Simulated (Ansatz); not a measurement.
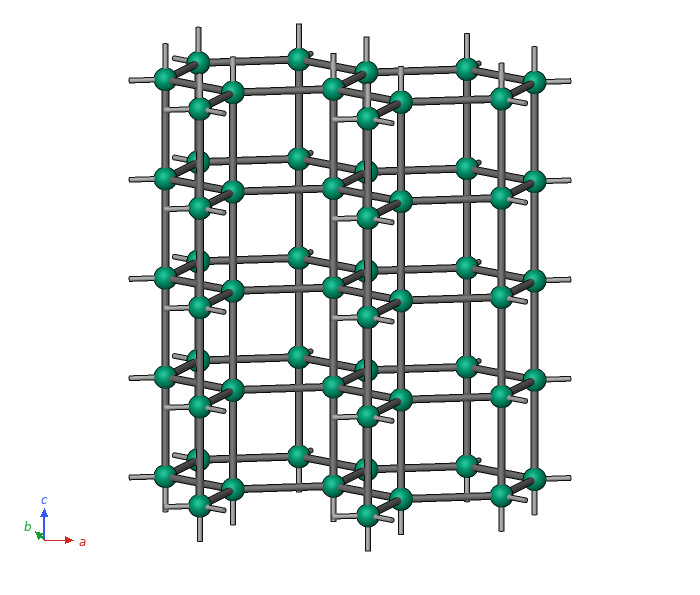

The picture shows a finite piece of the underlying net of a crystal structure, nodes on the atoms' positions. Nodes are coloured by topological kind. Short stubs are edges that leave the cut-out.

> Describe the net.

A uninodal 5-connected, three-periodic net. It is the bnn net, known from eclipsed honeycomb layers linked along c.

> Give point symbol and coordination sequence.

4^6.6^4, sequence 5, 14, 29, 50, 77, 110.

Where the net comes from. System NbSi (space group P6_3/mmc, No. 194); source of the atomic positions: coordinates from a relaxation with DFT, PBE, PAW with Ansatz's default frozen-core files, scalar-relativistic (Ansatz); the starting structure was generated, so it need not be a known form of this composition. Bonds are taken as Nb–Si below 2.9 Å; no other contact counts. The graph is simplified in the usual way: terminal and isolated atoms are pruned, two-connected atoms become edges. Nb and Si are 5-connected nodes.
